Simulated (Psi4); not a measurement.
# B2FH3N (SMILES [BH]NBF): a chain of runs

Aim: a structure relaxation (doublet B2FH3N, UPBE/cc-pVDZ), then a single-point energy (singlet B2FH3N+, PBE/cc-pVDZ), then a structure relaxation (singlet B2FH3N+, PBE/cc-pVDZ), then a single-point energy (doublet B2FH3N, UPBE/cc-pVDZ) of B2FH3N and its partners. 

The calculation is run with Psi4 1.11.

### 1 The structure to begin with

The species is B2FH3N (7 atoms), typed as a doublet with charge 0. SMILES: `[BH]NBF`. Geometry: a GFN2-xTB relaxation, a rough one for these elements and not checked as a minimum. The run starts from this shape.

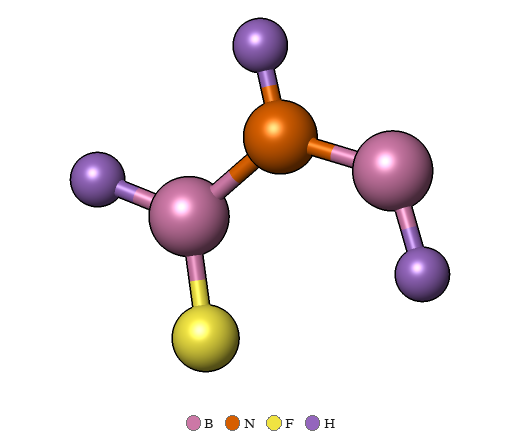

The structure, seen from a chosen angle (boron pink, nitrogen orange, fluorine yellow, hydrogen purple).

### 2 A geometry optimisation at UPBE/cc-pVDZ (density fitting) (run 1)

The input, input.dat:

```
memory 1600 mb

molecule {
  0 2
  B
  N 1 1.407115
  B 2 1.415232 1 127.77225
  F 3 1.322106 2 119.5673 1 0.02612
  H 1 1.165312 2 122.02884 3 -0.23399
  H 2 1.012254 1 117.94093 5 179.92984
  H 3 1.17412 4 117.47087 2 179.94987
  units angstrom
}

set {
  reference uks
}

e_tot, wfn = optimize("pbe/cc-pVDZ", return_wfn=True)
```

The run is started by

```bash
$ psi4 -n 1 input.dat output.dat
```

output.dat:

```text
Psi4 1.11 release

gradient() will perform analytic gradient computation.

   => Loading Basis Set <=

    Name: CC-PVDZ
    Role: ORBITAL
    Keyword: BASIS

         ---------------------------------------------------------
                                   SCF
                              UKS Reference
                        1 Threads,   1525 MiB Core
         ---------------------------------------------------------

  ==> Geometry <==

    Molecular point group: c1
    Full point group: C1

[... 222 lines left out ...]
    One-Electron Energy =                -466.2934341318763245
[... 353 lines left out ...]
    DFT Exchange-Correlation Energy =     -26.3535428650388930
[... 274 lines left out ...]
    Total Energy =                       -205.8961458681187082
[... 341 lines left out ...]
    Weights Tolerance      =       1.00E-15
[... 366 lines left out ...]
	  Convergence Criteria     1.00e-06 *    3.00e-04 *             o    1.20e-03 *             o
[... 15 lines left out ...]
    Final optimized geometry and variables:
    Molecular point group: c1
    Full point group: C1

    Geometry (in Angstrom), charge = 0, multiplicity = 2:

    B
    N             1    1.414338
    B             2    1.441987      1  128.485172
    F             3    1.343656      2  119.798186      1   -0.033935
    H             1    1.212140      2  124.624337      3   -0.006839
    H             2    1.026176      1  117.334406      5 -179.993574
    H             3    1.213465      4  119.228892      2  179.902943

    Psi4 run time: 0:00:37.86

[set-up sections that repeat, and orbital energies of the middle runs, are left out above]
```

Standard output:

```text
Optimizer: Optimization complete!
```

Run time: 39 s. Hardware: 1 thread of AMD EPYC 7B13 (Zen 3), shared host; peak memory 0.55 GiB.

The path in brief:

```csv
step,energy from the first frame kept (eV),largest force (eV/Å)
0,0.0000,1.2300
1,-0.0860,0.1283
2,-0.0868,0.0517
3,-0.0868,0.0402
4,-0.0869,0.0135
```

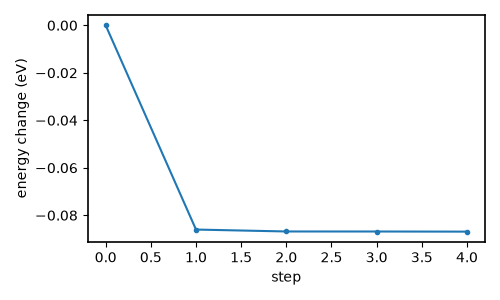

Energy along the run.

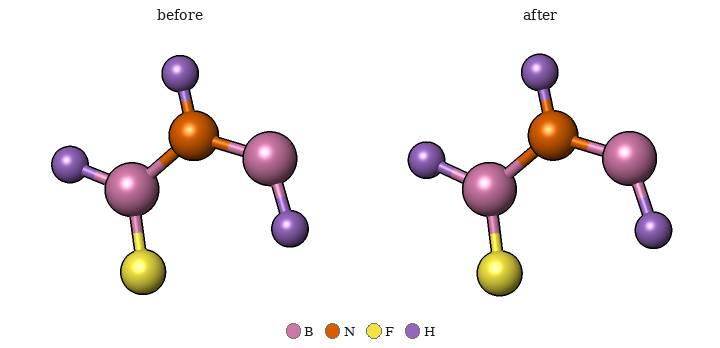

Before and after, at one scale.

After the run. Bond lengths: B1–N2 1.414 Å, N2–B3 1.442 Å, B3–F4 1.344 Å, B1–H5 1.212 Å, N2–H6 1.026 Å, B3–H7 1.213 Å. Angles: B1–N2–B3 128.5°, N2–B3–F4 119.8°, B1–N2–H6 117.3°, B3–N2–H6 114.2°, N2–B1–H5 124.6°, N2–B3–H7 121.0°, F4–B3–H7 119.2°.

### 3 The singlet cation: a single-point energy at PBE/cc-pVDZ (density fitting) (run 2)

The input, b2fh3n.dat:

```
memory 1600 mb

molecule molecule1 {
  1 1
  B     -1.157299     1.114886    -0.199291
  N     -0.022283     0.529627     0.408623
  B      0.652471    -0.695351     0.057248
  F      0.202875    -1.434023    -0.971169
  H     -1.750050     0.645585    -1.146755
  H      0.392393     1.023953     1.206572
  H      1.623605    -1.073793     0.678679
  units angstrom
  symmetry c1
}

set globals {
  reference rks
}

energy("pbe/cc-pVDZ")
print_variables()
```

The run is started by

```bash
$ psi4 -i b2fh3n.dat -o b2fh3n.out -n 1
```

b2fh3n.out:

```text
Psi4 1.11 release

   => Loading Basis Set <=

    Name: CC-PVDZ
    Role: ORBITAL
    Keyword: BASIS

         ---------------------------------------------------------
                                   SCF
                              RKS Reference
                        1 Threads,   1525 MiB Core
         ---------------------------------------------------------

  ==> Geometry <==

    Molecular point group: c1
    Full point group: C1

    Geometry (in Angstrom), charge = 1, multiplicity = 1:

[... 88 lines left out ...]
    Weights Tolerance      =       1.00E-15
[... 61 lines left out ...]
   @DF-RKS iter   5:  -205.58800874814008   -1.18887e-02   1.22242e-03 ADIIS/DIIS
[... 31 lines left out ...]
    Final Occupation by Irrep:
[... 14 lines left out ...]
    VV10 Nonlocal Energy =                  0.0000000000000000
[... 42 lines left out ...]
  "SCF TOTAL ENERGY"            =>    -205.591493121898
[... 5 lines left out ...]
  Array Variable Map:
  ----------------------------------------------------------------------------
  "CURRENT DIPOLE"              =>      -0.949438357816 ... 0.909082116083 1 by 3
  "SCF DIPOLE"                  =>      -0.949438357816 ... 0.909082116083 1 by 3
  "SCF TOTAL ENERGIES"          =>    -205.265826387759 ... -205.591493121898 1 by 11

    Psi4 run time: 0:00:05.17
```

Run time: 6.6 s. Hardware: 1 thread of AMD EPYC 7B13 (Zen 3), shared host; peak memory 0.51 GiB.

### 4 The singlet cation: a structure relaxation at PBE/cc-pVDZ (density fitting) (run 3)

The input, calc.in:

```
memory 1600 MB

molecule {
  1 1
  B     -1.157299     1.114886    -0.199291
  N     -0.022283     0.529627     0.408623
  B      0.652471    -0.695351     0.057248
  F      0.202875    -1.434023    -0.971169
  H     -1.750050     0.645585    -1.146755
  H      0.392393     1.023953     1.206572
  H      1.623605    -1.073793     0.678679
  symmetry c1
}

set basis cc-pVDZ

result, w = optimize("pbe", return_wfn=True)
```

The run is started by

```bash
$ psi4 -n 1 calc.in calc.out
```

calc.out:

```text
Psi4 1.11 release

gradient() will perform analytic gradient computation.

   => Loading Basis Set <=

    Name: CC-PVDZ
    Role: ORBITAL
    Keyword: BASIS

         ---------------------------------------------------------
                                   SCF
                              RKS Reference
                        1 Threads,   1525 MiB Core
         ---------------------------------------------------------

  ==> Geometry <==

    Molecular point group: c1
    Full point group: C1

[... 295 lines left out ...]
    Weights Tolerance      =       1.00E-15
[... 527 lines left out ...]
 Dipole X            :         -0.8828526            0.0532199           -0.8296327
[... 601 lines left out ...]
	                                 ==> Convergence Check <==
[... 507 lines left out ...]
	Measures of convergence in internal coordinates in au.
[... 545 lines left out ...]
    Final optimized geometry and variables:
[... 3 lines left out ...]
    Geometry (in Angstrom), charge = 1, multiplicity = 1:

    B           -1.134294989439     1.197261878477    -0.110706689507
    N           -0.075114141291     0.829258358510     0.602023514738
    B            0.728997534795    -0.436824182767     0.341378788691
    F            0.298318857907    -1.169994200056    -0.665674849131
    H           -2.077389253415     1.491740727506    -0.771558842677
    H            0.254190672206     1.413541754206     1.391216730938
    H            1.670682410691    -0.678740694577     1.044360863211

    Psi4 run time: 0:00:44.16

[set-up sections that repeat, and orbital energies of the middle runs, are left out above]
```

The script printed:

```text
Optimizer: Optimization complete!
```

Wall time 46 s (1 thread of AMD EPYC 7B13 (Zen 3), shared host); peak memory 0.55 GiB.

The path in brief:

```csv
step,energy from the first frame kept (eV),largest force (eV/Å)
0,0.0000,5.3503
1,-0.8481,2.3623
2,-1.1879,0.7260
3,-1.2170,0.2088
4,-1.2184,0.1757
5,-1.2179,0.2642
6,-1.2194,0.0405
7,-1.2195,0.0130
8,-1.2195,0.0098
```

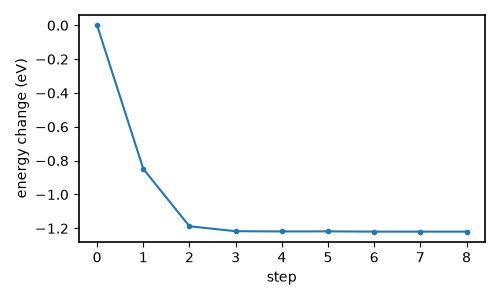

Energy along the run.

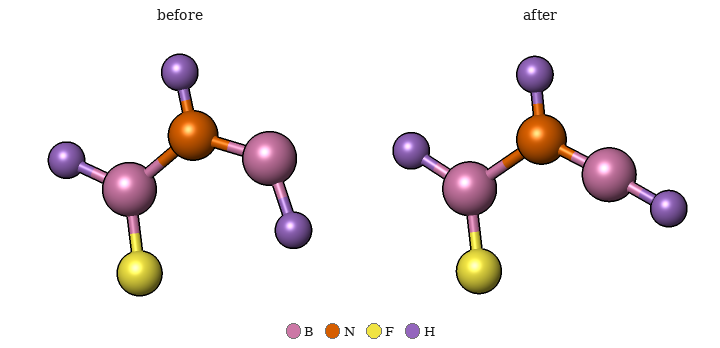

Before and after, at one scale.

After the run. Bond lengths: B1–N2 1.329 Å, N2–B3 1.522 Å, B3–F4 1.318 Å, B1–H5 1.189 Å, N2–H6 1.036 Å, B3–H7 1.200 Å. Angles: B1–N2–B3 124.0°, N2–B3–F4 114.9°, B1–N2–H6 120.4°, B3–N2–H6 115.6°, N2–B1–H5 178.0°, N2–B3–H7 118.8°, F4–B3–H7 126.3°.

### 5 The energy at UPBE/cc-pVDZ (density fitting) (run 4)

The input, calc.py:

```python
import psi4

psi4.set_memory(1600000000)
psi4.set_num_threads(1)
psi4.core.set_output_file('b2fh3n.out', False)

m = psi4.geometry("""
0 2
B     -1.164402     0.945579    -0.344121
N     -0.105221     0.577576     0.368609
B      0.698891    -0.688507     0.107964
F      0.268212    -1.421677    -0.899089
H     -2.107496     1.240058    -1.004973
H      0.224084     1.161859     1.157802
H      1.640576    -0.930423     0.810946
""")

psi4.set_options({
    'basis': 'cc-pVDZ',
    'reference': 'uks',
})

result, w = psi4.energy("PBE", return_wfn=True)
print(f'PBE energy: {result:.10f} Eh')
```

The run is started by

```bash
$ python calc.py
```

b2fh3n.out:

```text
=> Loading Basis Set <=

    Name: CC-PVDZ
    Role: ORBITAL
    Keyword: BASIS

         ---------------------------------------------------------
                                   SCF
                              UKS Reference
                        1 Threads,   1525 MiB Core
         ---------------------------------------------------------

  ==> Geometry <==

    Molecular point group: c1
    Full point group: C1

    Geometry (in Angstrom), charge = 0, multiplicity = 2:

[... 146 lines left out ...]
   @DF-UKS iter   1:  -205.55613670937882   -2.67910e-01   1.13685e-02 ADIIS/DIIS
[... 5 lines left out ...]
   @DF-UKS iter   7:  -205.86608348221682   -1.71517e-05   1.03021e-05 DIIS
[... 13 lines left out ...]
   @S^2 Expected:                7.500000000E-01
[... 50 lines left out ...]
    Nuclear Repulsion Energy =             92.1934689959590088
[... 5 lines left out ...]
    Total Energy =                       -205.8660839951491539
[... 18 lines left out ...]
 ------------------------------------------------------------------------------------
     Multipole            Electronic (a.u.)      Nuclear  (a.u.)        Total (a.u.)
 ------------------------------------------------------------------------------------

 L = 1.  Multiply by 2.5417464519 to convert [e a0] to [Debye]
 Dipole X            :          0.5180181           -0.0376668            0.4803513
 Dipole Y            :         -2.3596849            2.4634306            0.1037457
 Dipole Z            :         -1.4232294            1.9662033            0.5429739
 Magnitude           :                                                    0.7323395

 ------------------------------------------------------------------------------------

	total time  =          7 seconds =       0.12 minutes
```

Standard output:

```text
PBE energy: -205.8660839951 Eh
```

It took 8.4 s on 1 thread of AMD EPYC 7B13 (Zen 3), shared host; peak memory 0.51 GiB.

### 6 What came out

```
                                                               quantity          value
                           run 1, UPBE/cc-pVDZ: total energy at the end  -205.89615 Eh
                                     run 1, UPBE/cc-pVDZ: dipole moment         1.81 D
                run 1, UPBE/cc-pVDZ: HOMO energy (highest over α and β)       -4.47 eV
                 run 1, UPBE/cc-pVDZ: LUMO energy (lowest over α and β)       -2.32 eV
                                              run 1, UPBE/cc-pVDZ: ⟨S²⟩          0.753
                                    singlet cation, run 2: total energy  -205.59149 Eh
                                     singlet cation, run 2: HOMO energy      -13.89 eV
                                     singlet cation, run 2: LUMO energy      -11.70 eV
                                   singlet cation, run 2: HOMO–LUMO gap        2.19 eV
                         singlet cation, run 3: total energy at the end  -205.63631 Eh
                                     singlet cation, run 3: HOMO energy      -14.29 eV
                                     singlet cation, run 3: LUMO energy       -9.66 eV
                                   singlet cation, run 3: HOMO–LUMO gap        4.63 eV
                                      run 4, UPBE/cc-pVDZ: total energy  -205.86608 Eh
                                     run 4, UPBE/cc-pVDZ: dipole moment         1.86 D
                run 4, UPBE/cc-pVDZ: HOMO energy (highest over α and β)       -2.70 eV
                 run 4, UPBE/cc-pVDZ: LUMO energy (lowest over α and β)       -2.02 eV
                                              run 4, UPBE/cc-pVDZ: ⟨S²⟩          0.755
adiabatic ionisation energy (to the singlet cation, no zero-point term)       7.071 eV
```

**Reading.** The adiabatic ionisation energy (to the singlet cation, no zero-point term) is 7.07 eV (682 kJ/mol). The optimisation (run 1, UPBE/cc-pVDZ) took 5 steps and changed the energy by -0.087 eV. The optimisation (singlet cation, run 3) took 9 steps and changed the energy by -1.219 eV.
